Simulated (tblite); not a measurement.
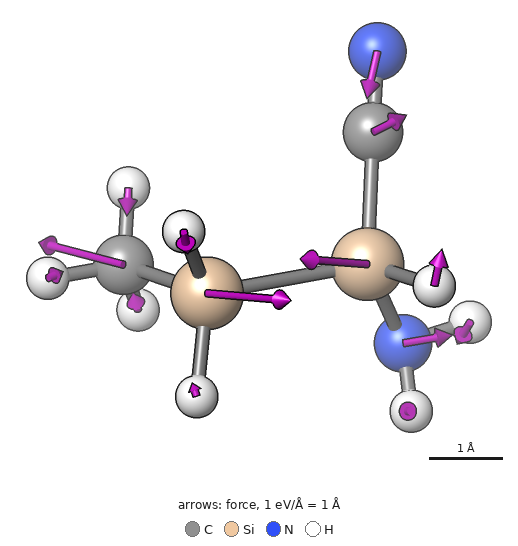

Starting geometry of C2H8N2Si2 with the computed forces as purple arrows. Style: ball-and-stick. Shown face on.

Computed with GFN2-xTB geometry optimisation, gas phase (tblite 0.8.0). 

### Is this structure relaxed? If not, where do the atoms go?

It isn't relaxed: the largest force vector, on a C atom, is 1.68 eV/Å. The final displacements follow the starting forces only in part (cosine between the two patterns 0.33). An H atom moves most after the best rigid fit: 0.40 Å. By element the largest moves are H 0.40 Å, N 0.25 Å, Si 0.19 Å, C 0.16 Å. Among the contacts that change: C–Si 1.836 → 1.898 Å, H–Si 1.499 → 1.470 Å, Si–Si 2.340 → 2.312 Å, C–H 1.098 → 1.086 Å. Among the angles between lasting bonds that change: Si–N–H 107.8° → 120.4°, N–Si–C 113.8° → 101.6°, N–Si–H 104.0° → 114.7°. After 63 geometry steps the energy has fallen by 8.01 kcal/mol. Cost: 0.65 s on 1 thread of Arm Neoverse N1 (shared host).
